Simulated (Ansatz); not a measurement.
## TaH₃O₂F₄: molecular dynamics (part 5 of 5)

The same run, continued: TaH₃O₂F₄; RKS B3LYP-D4/def2-SVP (Ansatz 0.2.0). It belongs to a series of runs on one base structure; here: dynamics from the highest image of the converged band.

Geometry of the input (Å):
```
Ta -0.1365  0.2454  0.1881
F  2.0119  -0.3345  0.2576
O  -0.3387  -0.4057  1.9535
H  -0.2892  -0.9185  2.7635
F  0.3386  0.9034  -1.5209
F  -1.7829  1.1272  0.1628
F  -0.4036  -1.4578  -0.5544
O  1.1817  1.6679  0.8988
H  1.1465  1.9696  1.8171
H  2.0337  0.6696  0.6324
```

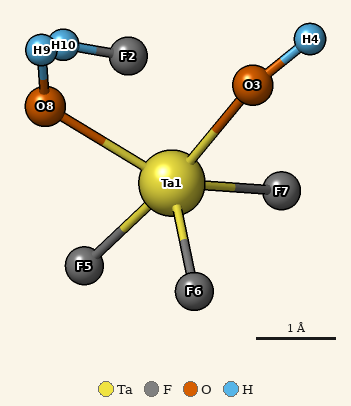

**Figure 1.** The geometry at step 176 of the log (ball-and-stick view, seen at a tilt; atoms are numbered from 1 in the order of the input).

Trajectory as extended XYZ, continued:
```
10
Properties=species:S:1:pos:R:3:forces:R:3 step=149 time_fs=74.5 energy=-16560.00306 temperature=60.6
Ta   -0.1503    0.2788    0.2068    0.1359   0.0167  -0.0034
F     2.1602   -0.5504    0.0725   -0.1161   0.3782   0.0773
O    -0.3979   -0.3842    1.9663   -0.1704  -0.2541   0.4213
H    -0.5888   -0.9128    2.7553    0.1536   0.2502  -0.4116
F     0.3554    0.9471   -1.5010   -0.0482  -0.1775   0.0140
F    -1.8462    1.0465    0.0851   -0.0492   0.0148   0.0185
F    -0.2560   -1.4744   -0.4867   -0.0544  -0.0152  -0.1251
O     1.0919    1.6203    0.9053    0.2182  -0.0498  -0.0406
H     1.1794    1.8074    1.8497   -0.0325  -0.0511  -0.0072
H     2.4450    0.3371    0.2531   -0.0369  -0.1123   0.0566
10
Properties=species:S:1:pos:R:3:forces:R:3 step=151 time_fs=75.5 energy=-16560.00378 temperature=61.2
Ta   -0.1500    0.2795    0.2063    0.0923  -0.0561   0.0888
F     2.1617   -0.5529    0.0714   -0.1334   0.3470   0.0715
O    -0.3995   -0.3840    1.9658   -0.0776  -0.0341   0.0736
H    -0.5857   -0.9179    2.7422    0.0658   0.0174  -0.0532
F     0.3539    0.9466   -1.4981   -0.0164  -0.1449  -0.0875
F    -1.8473    1.0447    0.0852   -0.0412   0.0166   0.0144
F    -0.2560   -1.4767   -0.4850   -0.0501   0.0381  -0.1095
O     1.0908    1.6203    0.9071    0.2219  -0.0555  -0.0822
H     1.1880    1.8111    1.8491   -0.0414  -0.0534   0.0213
H     2.4472    0.3332    0.2517   -0.0198  -0.0753   0.0627
10
Properties=species:S:1:pos:R:3:forces:R:3 step=154 time_fs=77.0 energy=-16559.99705 temperature=54.8
Ta   -0.1496    0.2806    0.2057    0.0223  -0.1621   0.2265
F     2.1638   -0.5564    0.0699   -0.1762   0.2439   0.0525
O    -0.4020   -0.3837    1.9650    0.0602   0.3180  -0.4463
H    -0.5802   -0.9260    2.7227   -0.0633  -0.3548   0.4839
F     0.3516    0.9457   -1.4938    0.0320  -0.0949  -0.2420
F    -1.8489    1.0420    0.0854   -0.0273   0.0190   0.0085
F    -0.2561   -1.4800   -0.4825   -0.0429   0.1170  -0.0861
O     1.0892    1.6203    0.9096    0.2254  -0.0615  -0.1215
H     1.2002    1.8157    1.8486   -0.0551  -0.0590   0.0431
H     2.4503    0.3264    0.2506    0.0248   0.0346   0.0813
10
Properties=species:S:1:pos:R:3:forces:R:3 step=157 time_fs=78.5 energy=-16559.99267 temperature=50.5
Ta   -0.1491    0.2817    0.2052   -0.0482  -0.2656   0.3522
F     2.1656   -0.5595    0.0684   -0.2045   0.1772   0.0418
O    -0.4045   -0.3830    1.9636    0.0601   0.2675  -0.3692
H    -0.5759   -0.9410    2.7127   -0.0552  -0.3282   0.4382
F     0.3494    0.9447   -1.4897    0.0804  -0.0437  -0.3976
F    -1.8506    1.0393    0.0856   -0.0148   0.0230   0.0018
F    -0.2562   -1.4833   -0.4801   -0.0355   0.1899  -0.0660
O     1.0880    1.6202    0.9119    0.2368  -0.0559  -0.1192
H     1.2113    1.8190    1.8489   -0.0720  -0.0708   0.0264
H     2.4539    0.3202    0.2513    0.0527   0.1066   0.0916
10
Properties=species:S:1:pos:R:3:forces:R:3 step=159 time_fs=79.5 energy=-16559.99158 temperature=49.4
Ta   -0.1488    0.2824    0.2048   -0.0933  -0.3336   0.4262
F     2.1668   -0.5615    0.0674   -0.2010   0.1961   0.0482
O    -0.4060   -0.3823    1.9624   -0.0114  -0.0120   0.0117
H    -0.5737   -0.9550    2.7114    0.0211  -0.0659   0.0857
F     0.3479    0.9440   -1.4872    0.1117  -0.0099  -0.4985
F    -1.8518    1.0376    0.0857   -0.0075   0.0268  -0.0031
F    -0.2564   -1.4853   -0.4786   -0.0306   0.2345  -0.0548
O     1.0874    1.6201    0.9134    0.2492  -0.0474  -0.1055
H     1.2178    1.8204    1.8495   -0.0842  -0.0798   0.0051
H     2.4569    0.3173    0.2529    0.0459   0.0911   0.0850
10
Properties=species:S:1:pos:R:3:forces:R:3 step=162 time_fs=81.0 energy=-16559.98304 temperature=41.2
Ta   -0.1484    0.2835    0.2043   -0.1575  -0.4314   0.5237
F     2.1683   -0.5643    0.0660   -0.1688   0.3009   0.0755
O    -0.4084   -0.3814    1.9608   -0.1055  -0.4355   0.5578
H    -0.5698   -0.9763    2.7097    0.1235   0.3347  -0.4201
F     0.3459    0.9429   -1.4841    0.1547   0.0373  -0.6372
F    -1.8534    1.0350    0.0859    0.0046   0.0324  -0.0100
F    -0.2566   -1.4882   -0.4763   -0.0235   0.2962  -0.0396
O     1.0867    1.6199    0.9155    0.2666  -0.0382  -0.0969
H     1.2260    1.8210    1.8504   -0.0986  -0.0874  -0.0111
H     2.4621    0.3143    0.2567    0.0046  -0.0090   0.0577
10
Properties=species:S:1:pos:R:3:forces:R:3 step=165 time_fs=82.5 energy=-16559.97683 temperature=35.3
Ta   -0.1480    0.2845    0.2038   -0.2191  -0.5167   0.6078
F     2.1696   -0.5667    0.0647   -0.1386   0.3964   0.1033
O    -0.4109   -0.3810    1.9598   -0.0896  -0.4956   0.6118
H    -0.5634   -0.9910    2.6999    0.1193   0.3787  -0.4512
F     0.3440    0.9419   -1.4816    0.1907   0.0761  -0.7509
F    -1.8551    1.0324    0.0861    0.0210   0.0360  -0.0149
F    -0.2568   -1.4907   -0.4741   -0.0161   0.3527  -0.0246
O     1.0864    1.6196    0.9174    0.2717  -0.0431  -0.1208
H     1.2321    1.8197    1.8511   -0.1044  -0.0835   0.0101
H     2.4674    0.3111    0.2617   -0.0349  -0.1011   0.0295
10
Properties=species:S:1:pos:R:3:forces:R:3 step=168 time_fs=84.0 energy=-16559.97576 temperature=34.1
Ta   -0.1476    0.2854    0.2035   -0.2785  -0.5815   0.6755
F     2.1707   -0.5687    0.0635   -0.1432   0.3880   0.1097
O    -0.4135   -0.3813    1.9596    0.0275  -0.1366   0.1542
H    -0.5545   -0.9982    2.6811    0.0181   0.0105   0.0097
F     0.3424    0.9410   -1.4800    0.2182   0.1039  -0.8334
F    -1.8568    1.0299    0.0863    0.0417   0.0375  -0.0177
F    -0.2571   -1.4928   -0.4718   -0.0081   0.4018  -0.0101
O     1.0864    1.6193    0.9192    0.2632  -0.0594  -0.1587
H     1.2360    1.8167    1.8521   -0.1037  -0.0726   0.0490
H     2.4720    0.3059    0.2674   -0.0352  -0.0916   0.0219
10
Properties=species:S:1:pos:R:3:forces:R:3 step=170 time_fs=85.0 energy=-16559.97150 temperature=30.1
Ta   -0.1474    0.2860    0.2033   -0.3157  -0.6118   0.7069
F     2.1714   -0.5698    0.0628   -0.1661   0.3235   0.1004
O    -0.4153   -0.3816    1.9596    0.1114   0.1659  -0.2074
H    -0.5483   -1.0024    2.6681   -0.0541  -0.2960   0.3694
F     0.3414    0.9404   -1.4794    0.2318   0.1161  -0.8708
F    -1.8579    1.0282    0.0864    0.0560   0.0383  -0.0188
F    -0.2572   -1.4939   -0.4704   -0.0024   0.4283  -0.0021
O     1.0867    1.6191    0.9203    0.2553  -0.0700  -0.1711
H     1.2374    1.8137    1.8532   -0.1032  -0.0665   0.0636
H     2.4747    0.3013    0.2715   -0.0130  -0.0277   0.0299
10
Properties=species:S:1:pos:R:3:forces:R:3 step=173 time_fs=86.5 energy=-16559.96734 temperature=26.1
Ta   -0.1470    0.2868    0.2031   -0.3635  -0.6402   0.7257
F     2.1723   -0.5712    0.0618   -0.2056   0.2091   0.0810
O    -0.4177   -0.3818    1.9594    0.1548   0.2825  -0.3342
H    -0.5400   -1.0142    2.6554   -0.0808  -0.4182   0.4997
F     0.3401    0.9397   -1.4794    0.2451   0.1257  -0.9013
F    -1.8595    1.0258    0.0865    0.0747   0.0410  -0.0208
F    -0.2575   -1.4952   -0.4682    0.0060   0.4558   0.0049
O     1.0873    1.6186    0.9217    0.2493  -0.0769  -0.1515
H     1.2375    1.8082    1.8561   -0.1063  -0.0634   0.0495
H     2.4786    0.2942    0.2782    0.0262   0.0846   0.0472
10
Properties=species:S:1:pos:R:3:forces:R:3 step=176 time_fs=88.0 energy=-16559.97018 temperature=28.7
Ta   -0.1467    0.2875    0.2029   -0.3975  -0.6526   0.7073
F     2.1729   -0.5722    0.0609   -0.2144   0.1769   0.0809
O    -0.4200   -0.3817    1.9587    0.0996  -0.1211   0.1212
H    -0.5332   -1.0342    2.6525   -0.0108  -0.0184   0.0569
F     0.3392    0.9391   -1.4804    0.2492   0.1249  -0.9004
F    -1.8610    1.0234    0.0866    0.0887   0.0462  -0.0232
F    -0.2577   -1.4960   -0.4660    0.0137   0.4682   0.0054
O     1.0883    1.6180    0.9229    0.2514  -0.0747  -0.1010
H     1.2354    1.8013    1.8600   -0.1114  -0.0639   0.0076
H     2.4829    0.2888    0.2859    0.0314   0.1146   0.0452
10
Properties=species:S:1:pos:R:3:forces:R:3 step=178 time_fs=89.0 energy=-16559.96902 temperature=27.7
Ta   -0.1466    0.2880    0.2029   -0.4119  -0.6531   0.6772
F     2.1732   -0.5729    0.0604   -0.1960   0.2209   0.0982
O    -0.4215   -0.3817    1.9584    0.0619  -0.4403   0.4638
H    -0.5289   -1.0483    2.6520    0.0366   0.3011  -0.2793
F     0.3387    0.9388   -1.4817    0.2462   0.1181  -0.8800
F    -1.8619    1.0218    0.0867    0.0968   0.0501  -0.0245
F    -0.2579   -1.4962   -0.4645    0.0182   0.4696   0.0032
O     1.0891    1.6176    0.9237    0.2525  -0.0743  -0.0707
H     1.2327    1.7959    1.8628   -0.1122  -0.0615  -0.0147
H     2.4862    0.2865    0.2916    0.0078   0.0694   0.0268
10
Properties=species:S:1:pos:R:3:forces:R:3 step=181 time_fs=90.5 energy=-16559.96833 temperature=27.1
Ta   -0.1464    0.2886    0.2029   -0.4229  -0.6404   0.6121
F     2.1734   -0.5736    0.0596   -0.1532   0.3269   0.1368
O    -0.4235   -0.3823    1.9584    0.0648  -0.6075   0.6255
H    -0.5218   -1.0637    2.6458    0.0502   0.4758  -0.4465
F     0.3382    0.9384   -1.4844    0.2325   0.0975  -0.8179
F    -1.8632    1.0195    0.0867    0.1094   0.0554  -0.0249
F    -0.2581   -1.4961   -0.4623    0.0242   0.4637  -0.0016
O     1.0907    1.6168    0.9247    0.2450  -0.0837  -0.0540
H     1.2265    1.7867    1.8666   -0.1054  -0.0493  -0.0162
H     2.4912    0.2841    0.3004   -0.0446  -0.0382  -0.0132
10
Properties=species:S:1:pos:R:3:forces:R:3 step=184 time_fs=92.0 energy=-16559.97516 temperature=33.5
Ta   -0.1462    0.2891    0.2029   -0.4246  -0.6075   0.5291
F     2.1735   -0.5739    0.0591   -0.1318   0.3746   0.1608
O    -0.4255   -0.3836    1.9592    0.1393  -0.2796   0.2716
H    -0.5138   -1.0697    2.6308   -0.0051   0.1633  -0.1194
F     0.3380    0.9382   -1.4880    0.2090   0.0648  -0.7202
F    -1.8644    1.0172    0.0868    0.1232   0.0592  -0.0230
F    -0.2583   -1.4955   -0.4601    0.0296   0.4484  -0.0078
O     1.0926    1.6160    0.9256    0.2235  -0.1053  -0.0654
H     1.2182    1.7765    1.8702   -0.0904  -0.0293   0.0130
H     2.4952    0.2809    0.3091   -0.0727  -0.0885  -0.0387
10
Properties=species:S:1:pos:R:3:forces:R:3 step=186 time_fs=93.0 energy=-16559.97722 temperature=35.5
Ta   -0.1462    0.2894    0.2030   -0.4213  -0.5737   0.4648
F     2.1734   -0.5739    0.0588   -0.1417   0.3420   0.1579
O    -0.4268   -0.3847    1.9600    0.2018   0.0866  -0.1011
H    -0.5084   -1.0713    2.6189   -0.0541  -0.1899   0.2293
F     0.3380    0.9381   -1.4909    0.1891   0.0377  -0.6393
F    -1.8651    1.0158    0.0868    0.1317   0.0616  -0.0209
F    -0.2584   -1.4948   -0.4586    0.0330   0.4318  -0.0136
O     1.0940    1.6153    0.9262    0.2047  -0.1216  -0.0702
H     1.2115    1.7694    1.8727   -0.0792  -0.0158   0.0302
H     2.4970    0.2779    0.3144   -0.0640  -0.0587  -0.0371
10
Properties=species:S:1:pos:R:3:forces:R:3 step=189 time_fs=94.5 energy=-16559.97748 temperature=35.9
Ta   -0.1461    0.2898    0.2032   -0.4083  -0.5084   0.3539
F     2.1732   -0.5735    0.0585   -0.1812   0.2270   0.1317
O    -0.4284   -0.3862    1.9610    0.2550   0.3970  -0.4034
H    -0.5014   -1.0777    2.6057   -0.0890  -0.4804   0.4999
F     0.3381    0.9379   -1.4959    0.1552  -0.0080  -0.5029
F    -1.8661    1.0136    0.0868    0.1400   0.0671  -0.0181
F    -0.2586   -1.4933   -0.4565    0.0376   0.3950  -0.0269
O     1.0964    1.6142    0.9270    0.1777  -0.1400  -0.0463
H     1.2001    1.7583    1.8770   -0.0642  -0.0004   0.0251
H     2.4987    0.2724    0.3218   -0.0228   0.0512  -0.0129
10
Properties=species:S:1:pos:R:3:forces:R:3 step=192 time_fs=96.0 energy=-16559.98406 temperature=42.1
Ta   -0.1461    0.2902    0.2034   -0.3833  -0.4334   0.2277
F     2.1728   -0.5729    0.0584   -0.2107   0.1347   0.1096
O    -0.4296   -0.3872    1.9615    0.2378   0.1043  -0.1219
H    -0.4961   -1.0935    2.6024   -0.0579  -0.1683   0.1993
F     0.3385    0.9378   -1.5014    0.1182  -0.0563  -0.3564
F    -1.8668    1.0116    0.0868    0.1406   0.0758  -0.0163
F    -0.2587   -1.4914   -0.4543    0.0409   0.3437  -0.0468
O     1.0990    1.6129    0.9278    0.1564  -0.1485   0.0132
H     1.1873    1.7473    1.8817   -0.0506   0.0100  -0.0156
H     2.5000    0.2680    0.3289    0.0085   0.1380   0.0073
10
Properties=species:S:1:pos:R:3:forces:R:3 step=195 time_fs=97.5 energy=-16559.98506 temperature=43.2
Ta   -0.1461    0.2905    0.2036   -0.3459  -0.3559   0.0947
F     2.1722   -0.5722    0.0584   -0.1962   0.1540   0.1215
O    -0.4306   -0.3881    1.9618    0.2048  -0.3938   0.3354
H    -0.4921   -1.1125    2.6031   -0.0137   0.3508  -0.2738
F     0.3389    0.9375   -1.5073    0.0788  -0.1055  -0.2032
F    -1.8675    1.0096    0.0867    0.1354   0.0866  -0.0149
F    -0.2587   -1.4891   -0.4522    0.0423   0.2821  -0.0712
O     1.1018    1.6114    0.9285    0.1364  -0.1542   0.0708
H     1.1734    1.7365    1.8861   -0.0337   0.0218  -0.0534
H     2.5013    0.2665    0.3360   -0.0083   0.1143  -0.0060
10
Properties=species:S:1:pos:R:3:forces:R:3 step=197 time_fs=98.5 energy=-16559.98363 temperature=41.8
Ta   -0.1461    0.2907    0.2038   -0.3157  -0.3040   0.0080
F     2.1716   -0.5715    0.0585   -0.1664   0.2182   0.1464
O    -0.4310   -0.3890    1.9623    0.2016  -0.5411   0.4607
H    -0.4897   -1.1217    2.6009   -0.0034   0.5144  -0.4153
F     0.3393    0.9373   -1.5114    0.0514  -0.1385  -0.0981
F    -1.8678    1.0083    0.0867    0.1308   0.0938  -0.0134
F    -0.2587   -1.4874   -0.4509    0.0421   0.2378  -0.0881
O     1.1038    1.6103    0.9291    0.1204  -0.1610   0.0886
H     1.1637    1.7295    1.8885   -0.0193   0.0328  -0.0575
H     2.5021    0.2668    0.3408   -0.0415   0.0476  -0.0313
10
Properties=species:S:1:pos:R:3:forces:R:3 step=200 time_fs=100.0 energy=-16559.98666 temperature=44.7
Ta   -0.1462    0.2909    0.2040   -0.2666  -0.2242  -0.1126
F     2.1706   -0.5704    0.0588   -0.1249   0.3089   0.1818
O    -0.4315   -0.3909    1.9635    0.2336  -0.3133   0.2411
H    -0.4861   -1.1268    2.5906   -0.0240   0.3137  -0.2326
F     0.3399    0.9369   -1.5176    0.0097  -0.1875   0.0608
F    -1.8682    1.0065    0.0866    0.1235   0.1039  -0.0098
F    -0.2587   -1.4846   -0.4489    0.0406   0.1688  -0.1131
O     1.1069    1.6085    0.9300    0.0900  -0.1771   0.0807
H     1.1489    1.7197    1.8911    0.0056   0.0535  -0.0292
H     2.5024    0.2680    0.3473   -0.0875  -0.0466  -0.0671
```
